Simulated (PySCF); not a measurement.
Geometry relaxation of B₂H₄F (charge −1) (part 1 of 2)

System: B₂H₄F, charge −1, SMILES B[BH2-]F.
Method: HF/6-31G, RHF (PySCF 2.14.0).

The geometry comes from this level: GFN2-xTB.

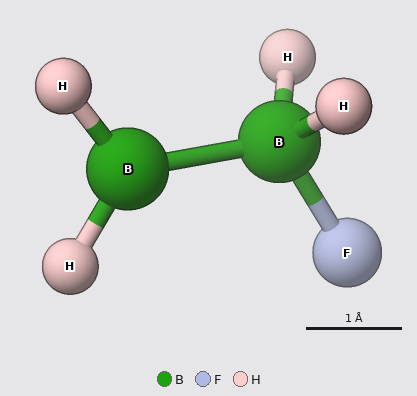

Fig. 1: The structure as given in the input (ball-and-stick view, seen at a tilt).

**Summary**

```json
{"quantity": "outcome", "value": "converged"}
{"quantity": "total energy", "value": "−151.091560 hartree"}
{"quantity": "basis functions", "value": "35"}
{"quantity": "HOMO", "value": "−4.20 eV"}
{"quantity": "LUMO", "value": "8.14 eV"}
{"quantity": "hardware", "value": "1 thread of Arm Neoverse V1, 24 GiB of memory available, shared host"}
{"quantity": "wall time", "value": "6.3 s"}
{"quantity": "peak memory", "value": "0.13 GiB"}
```

**Remarks**

The record of the run, not the program, notes: dipole of an ion depends on the origin.

**Input file (job.py)**
```python
from pyscf import gto
from pyscf.geomopt.geometric_solver import kernel as optimise

mol = gto.M(
    atom='''
B     -0.557490    -0.547080    -0.606600
B      0.368860     0.392230     0.434760
F      1.833710     0.217080     0.299000
H     -1.752900    -0.488230    -0.588920
H     -0.165490    -1.324120    -1.424330
H      0.111990     0.150390     1.619360
H      0.161310     1.599740     0.266740
''',
    spin=0,
    basis='6-31g',
    verbose=3,
    max_memory=1860,
    charge=-1,
)

mf = mol.RHF()
mf.conv_tol = 1e-10
converged, mol_eq = optimise(mf, maxsteps=60, convergence_set='GAU_TIGHT')
print('converged:', converged)
print(mol_eq.tostring())

mf.reset(mol_eq)
mol = mol_eq
mf.kernel()
if not mf.converged:
    mf = mf.newton().run(mf.mo_coeff, mf.mo_occ)
etot = mf.e_tot
print('E = %.10f Eh' % etot)
```

Launched with:
```bash
OMP_NUM_THREADS=1 python job.py
```

**Output**
```
#|     Arguments passed to driver run_optimizer():      |#
convergence_set           GAU_TIGHT
customengine              <pyscf.geomopt.geometric_solver.PySCFEngine object>
maxiter                   60
----------------------------------------------------------
Custom engine selected.
Bonds will be generated from interatomic distances less than 1.20 times sum of covalent radii
21 internal coordinates being used (instead of 21 Cartesians)
Internal coordinate system (atoms numbered from 1):
Distance 1-2
Distance 1-4
Distance 1-5
Distance 2-3
Distance 2-6
Distance 2-7
Angle 2-1-5
Angle 4-1-5
Angle 1-2-3
Angle 1-2-6
Angle 1-2-7
Angle 3-2-6
Angle 3-2-7
Angle 6-2-7
Out-of-Plane 1-2-4-5
Dihedral 4-1-2-3
Dihedral 4-1-2-6
Dihedral 4-1-2-7
Dihedral 5-1-2-3
Dihedral 5-1-2-6
Dihedral 5-1-2-7
Translation-X 1-7
Translation-Y 1-7
Translation-Z 1-7
Rotation-A 1-7
Rotation-B 1-7
Rotation-C 1-7
<class 'geometric.internal.Distance'> : 6
<class 'geometric.internal.Angle'> : 8
<class 'geometric.internal.OutOfPlane'> : 1
<class 'geometric.internal.Dihedral'> : 6
<class 'geometric.internal.TranslationX'> : 1
<class 'geometric.internal.TranslationY'> : 1
<class 'geometric.internal.TranslationZ'> : 1
<class 'geometric.internal.RotationA'> : 1
<class 'geometric.internal.RotationB'> : 1
<class 'geometric.internal.RotationC'> : 1
> ===== Optimization Info: ====
> Job type: Energy minimization
> Maximum number of optimization cycles: 60
> Initial / maximum trust radius (Angstrom): 0.100 / 0.300
> Convergence Criteria:
> Will converge when all 5 criteria are reached:
>  |Delta-E| < 1.00e-06
>  RMS-Grad  < 1.00e-05
>  Max-Grad  < 1.50e-05
>  RMS-Disp  < 4.00e-05
>  Max-Disp  < 6.00e-05
> === End Optimization Info ===

Geometry optimization cycle 1
Cartesian coordinates (Angstrom)
 Atom        New coordinates             dX        dY        dZ
   B  -0.557490  -0.547080  -0.606600    0.000000  0.000000  0.000000
   B   0.368860   0.392230   0.434760    0.000000 -0.000000  0.000000
   F   1.833710   0.217080   0.299000    0.000000  0.000000  0.000000
   H  -1.752900  -0.488230  -0.588920    0.000000  0.000000  0.000000
   H  -0.165490  -1.324120  -1.424330    0.000000  0.000000  0.000000
   H   0.111990   0.150390   1.619360    0.000000  0.000000 -0.000000
   H   0.161310   1.599740   0.266740    0.000000  0.000000  0.000000

WARN: Mole.unit (angstrom) is changed to Bohr

converged SCF energy = -151.089395674179
--------------- RHF_Scanner gradients ---------------
         x                y                z
0 B     0.0022762037    -0.0011708588    -0.0011986356
1 B    -0.0092101684    -0.0096038994    -0.0102410568
2 F    -0.0147008836     0.0055680245     0.0053235778
3 H     0.0090080257    -0.0005588058    -0.0002715218
4 H    -0.0039813641     0.0056329533     0.0059003625
5 H     0.0083617968     0.0023256712    -0.0019270355
6 H     0.0082463899    -0.0021930850     0.0024143094
----------------------------------------------
cycle 1: E = -151.089395674  dE = -151.089  norm(grad) = 0.0297825
Step    0 : Gradient = 1.126e-02/1.679e-02 (rms/max) Energy = -151.0893956742
Hessian Eigenvalues: 2.30000e-02 2.62880e-02 5.00000e-02 ... 2.48864e-01 2.50928e-01 3.43964e-01

Geometry optimization cycle 2
Cartesian coordinates (Angstrom)
 Atom        New coordinates             dX        dY        dZ
   B  -0.555990  -0.540931  -0.600085    0.001500  0.006149  0.006515
   B   0.401731   0.404196   0.448225    0.032871  0.011966  0.013465
   F   1.884253   0.199760   0.283012    0.050543 -0.017320 -0.015988
   H  -1.770458  -0.479557  -0.579905   -0.017558  0.008673  0.009015
   H  -0.157385  -1.330200  -1.430784    0.008105 -0.006080 -0.006454
   H   0.074265   0.143069   1.621343   -0.037725 -0.007321  0.001983
   H   0.123574   1.603672   0.258204   -0.037736  0.003932 -0.008536
converged SCF energy = -151.091514243744
--------------- RHF_Scanner gradients ---------------
         x                y                z
0 B    -0.0004498461     0.0006222490     0.0006340515
1 B    -0.0004116314    -0.0013235127    -0.0013420413
2 F     0.0027382017    -0.0005129498    -0.0004480603
3 H    -0.0000674165    -0.0004252236    -0.0004699347
4 H     0.0000542461     0.0005663776     0.0006177493
5 H    -0.0009193873     0.0002739478     0.0007332179
6 H    -0.0009441666     0.0007991118     0.0002750176
----------------------------------------------
cycle 2: E = -151.091514244  dE = -0.00211857  norm(grad) = 0.00410494
Step    1 : Displace = 3.423e-02/5.577e-02 (rms/max) Trust = 1.000e-01 (=) Grad = 1.552e-03/2.822e-03 (rms/max) E (change) = -151.0915142437 (-2.119e-03) Quality = 0.922
Hessian Eigenvalues: 2.29999e-02 2.62880e-02 5.00000e-02 ... 2.45841e-01 2.50045e-01 3.61827e-01

Geometry optimization cycle 3
Cartesian coordinates (Angstrom)
 Atom        New coordinates             dX        dY        dZ
   B  -0.551500  -0.545111  -0.604408    0.004491 -0.004181 -0.004323
   B   0.399355   0.405063   0.448943   -0.002376  0.000866  0.000719
   F   1.879244   0.204925   0.288398   -0.005009  0.005166  0.005386
   H  -1.765158  -0.470914  -0.570187    0.005299  0.008642  0.009718
   H  -0.160402  -1.337265  -1.438583   -0.003017 -0.007065 -0.007799
   H   0.074398   0.140652   1.620112    0.000133 -0.002416 -0.001231
   H   0.124053   1.602660   0.255735    0.000479 -0.001012 -0.002470
converged SCF energy = -151.091551354578
--------------- RHF_Scanner gradients ---------------
         x                y                z
0 B     0.0000995272    -0.0003852850    -0.0004171215
1 B    -0.0008890605    -0.0001090176    -0.0001092666
2 F     0.0003964002    -0.0002516150    -0.0002582932
3 H     0.0000656878     0.0004432735     0.0004684345
4 H     0.0004179331    -0.0001572539    -0.0001482868
5 H    -0.0000369013     0.0001990520     0.0002589154
6 H    -0.0000535866     0.0002608461     0.0002056182
----------------------------------------------
cycle 3: E = -151.091551355  dE = -3.71108e-05  norm(grad) = 0.00151545
Step    2 : Displace = 8.245e-03/1.405e-02 (rms/max) Trust = 1.414e-01 (+) Grad = 5.728e-04/9.024e-04 (rms/max) E (change) = -151.0915513546 (-3.711e-05) Quality = 0.810
Hessian Eigenvalues: 2.29980e-02 2.62879e-02 5.00000e-02 ... 2.47249e-01 2.78274e-01 3.41568e-01

Geometry optimization cycle 4
Cartesian coordinates (Angstrom)
 Atom        New coordinates             dX        dY        dZ
   B  -0.553254  -0.543723  -0.603005   -0.001754  0.001388  0.001402
   B   0.400459   0.405718   0.449599    0.001104  0.000656  0.000655
   F   1.879275   0.206217   0.289834    0.000032  0.001292  0.001437
   H  -1.767410  -0.475152  -0.574608   -0.002252 -0.004237 -0.004421
   H  -0.162093  -1.335558  -1.436896   -0.001692  0.001707  0.001688
   H   0.076567   0.139925   1.619976    0.002170 -0.000727 -0.000136
   H   0.126446   1.602582   0.255110    0.002392 -0.000078 -0.000624
converged SCF energy = -151.091559542668
--------------- RHF_Scanner gradients ---------------
         x                y                z
0 B    -0.0001147003    -0.0000371325    -0.0000488324
1 B    -0.0002287073    -0.0000337270    -0.0000263949
2 F    -0.0000212261     0.0000276998     0.0000246175
3 H     0.0000337908    -0.0000027998    -0.0000072767
4 H     0.0000771038     0.0000251810     0.0000326580
5 H     0.0001324567     0.0000666611    -0.0000379587
6 H     0.0001212824    -0.0000458826     0.0000631872
----------------------------------------------
cycle 4: E = -151.091559543  dE = -8.18809e-06  norm(grad) = 0.000354922
Step    3 : Displace = 3.281e-03/6.499e-03 (rms/max) Trust = 2.000e-01 (+) Grad = 1.341e-04/2.327e-04 (rms/max) E (change) = -151.0915595427 (-8.188e-06) Quality = 0.967
Hessian Eigenvalues: 2.29934e-02 2.62874e-02 5.00000e-02 ... 2.48255e-01 2.89502e-01 3.40571e-01

Geometry optimization cycle 5
Cartesian coordinates (Angstrom)
 Atom        New coordinates             dX        dY        dZ
   B  -0.552656  -0.543706  -0.602980    0.000598  0.000017  0.000026
   B   0.401030   0.405765   0.449610    0.000570  0.000046  0.000012
   F   1.879908   0.206586   0.290311    0.000633  0.000369  0.000476
   H  -1.766832  -0.474452  -0.573708    0.000578  0.000699  0.000900
   H  -0.162844  -1.335827  -1.437259   -0.000751 -0.000269 -0.000364
   H   0.075694   0.139286   1.619592   -0.000873 -0.000639 -0.000384
   H   0.125690   1.602358   0.254444   -0.000755 -0.000224 -0.000667
converged SCF energy = -151.091560182815
--------------- RHF_Scanner gradients ---------------
         x                y                z
0 B    -0.0000592599    -0.0000257738    -0.0000318659
1 B    -0.0000779506     0.0000486890     0.0000590969
2 F     0.0000341421    -0.0000269254    -0.0000293213
3 H     0.0000140377     0.0000005527    -0.0000023012
4 H     0.0000439475     0.0000174486     0.0000219708
5 H     0.0000255854     0.0000059376    -0.0000202383
6 H     0.0000194979    -0.0000199287     0.0000026590
----------------------------------------------
cycle 5: E = -151.091560183  dE = -6.40147e-07  norm(grad) = 0.000157119
Step    4 : Displace = 9.438e-04/1.279e-03 (rms/max) Trust = 2.828e-01 (+) Grad = 5.939e-05/1.093e-04 (rms/max) E (change) = -151.0915601828 (-6.401e-07) Quality = 1.285
Hessian Eigenvalues: 2.29514e-02 2.62819e-02 4.99996e-02 ... 2.50764e-01 2.90913e-01 3.46330e-01

Geometry optimization cycle 6
Cartesian coordinates (Angstrom)
 Atom        New coordinates             dX        dY        dZ
   B  -0.552236  -0.543824  -0.603109    0.000420 -0.000118 -0.000129
   B   0.401398   0.405678   0.449480    0.000368 -0.000086 -0.000130
   F   1.880335   0.207230   0.291072    0.000426  0.000644  0.000761
   H  -1.766420  -0.473950  -0.573028    0.000413  0.000503  0.000680
   H  -0.163697  -1.336221  -1.437767   -0.000853 -0.000394 -0.000507
   H   0.075249   0.138944   1.619270   -0.000445 -0.000342 -0.000322
   H   0.125362   1.602151   0.254092   -0.000329 -0.000207 -0.000352
converged SCF energy = -151.091560349355
```
